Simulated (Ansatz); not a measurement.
Cell of (Si)7/(Ge)7 zinc blende (110) superlattice on Ge (the substrate's cell is 0.3 % off cubic on its mesh, so the two in-plane strains differ), with its geometry taken from a PBE run:

```yaml
crystal:
  lattice:
    - [4.07765, 0.00000, 0.00000]
    - [0.00000, 5.75065, 0.00000]
    - [0.00000, 0.00000, 27.52231]
  atoms:
    - { symbol: Si, position: [0.00000, 0.00624, 0.99896] }
    - { symbol: Si, position: [0.50000, 0.24376, 0.99896] }
    - { symbol: Si, position: [0.50000, 0.50436, 0.06696] }
    - { symbol: Si, position: [0.00000, 0.74564, 0.06696] }
    - { symbol: Si, position: [0.00000, 0.00308, 0.13576] }
    - { symbol: Si, position: [0.50000, 0.24692, 0.13576] }
    - { symbol: Si, position: [0.50000, 0.50321, 0.20471] }
    - { symbol: Si, position: [0.00000, 0.74679, 0.20471] }
    - { symbol: Si, position: [0.00000, 0.00308, 0.27365] }
    - { symbol: Si, position: [0.50000, 0.24692, 0.27365] }
    - { symbol: Si, position: [0.50000, 0.50436, 0.34245] }
    - { symbol: Si, position: [0.00000, 0.74564, 0.34245] }
    - { symbol: Si, position: [0.00000, 0.00624, 0.41045] }
    - { symbol: Si, position: [0.50000, 0.24376, 0.41045] }
    - { symbol: Ge, position: [0.50000, 0.49728, 0.48186] }
    - { symbol: Ge, position: [0.00000, 0.75272, 0.48186] }
    - { symbol: Ge, position: [0.00000, 0.99916, 0.55656] }
    - { symbol: Ge, position: [0.50000, 0.25084, 0.55656] }
    - { symbol: Ge, position: [0.50000, 0.49999, 0.63068] }
    - { symbol: Ge, position: [0.00000, 0.75001, 0.63068] }
    - { symbol: Ge, position: [0.00000, 0.00001, 0.70471] }
    - { symbol: Ge, position: [0.50000, 0.24999, 0.70471] }
    - { symbol: Ge, position: [0.50000, 0.49999, 0.77873] }
    - { symbol: Ge, position: [0.00000, 0.75001, 0.77873] }
    - { symbol: Ge, position: [0.00000, 0.99916, 0.85285] }
    - { symbol: Ge, position: [0.50000, 0.25084, 0.85285] }
    - { symbol: Ge, position: [0.50000, 0.49728, 0.92755] }
    - { symbol: Ge, position: [0.00000, 0.75272, 0.92755] }
```

All values below come from HSE06 (plane waves to 420 eV, PAW; Ansatz, a program for electronic structure). Scalar-relativistic, without spin–orbit coupling. Its k-point mesh 4×3×1, Fermi–Dirac width 0.01 eV. HSE06 ran on meshes of its own (4×3×1); its edges and gaps are taken over the mesh and over extra points off it, mostly where PBE has its edges.

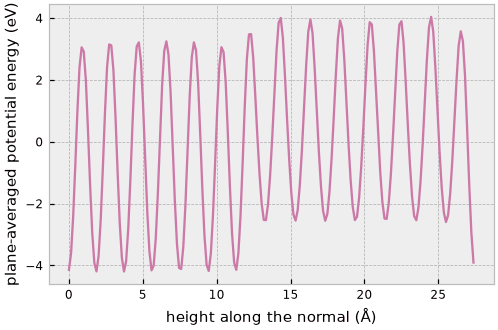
Figure: Smooth (PAW) electrostatic potential energy of an electron, averaged over planes, about its mean

The curve spans 8.2 eV over the stretch drawn.
